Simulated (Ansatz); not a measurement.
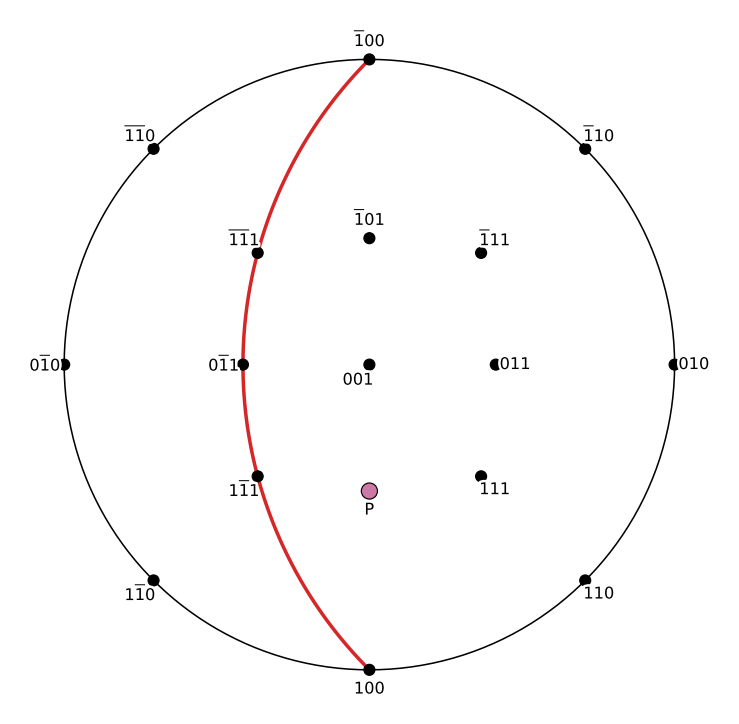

Crystal: ZrB₆, the input geometry of an electronic-structure calculation (not necessarily at equilibrium); the starting structure was generated, so it need not be a known form of this composition. Stereographic projection of plane normals (upper hemisphere) centred on (0 0 1). The drawing is computed from the coordinates (standard cell, symmetry found to 0.002 Å).

a = 4.052 Å, b = 4.052 Å, c = 4.052 Å, α = 90.00°, β = 90.00°, γ = 90.00°.

Q: Index the pole marked P.

A: P is (1 0 1), 45.0° from the centre.

Q: Which zone does the coloured great circle trace?

A: The zone [0 1 1]: its poles satisfy k + l = 0.

Q: What is the angle between the normals of (0 1 0) and (0 0 1), and what are their d_hkl = 1/|g|?

A: 90.0°; d = 4.052 Å and 4.052 Å.
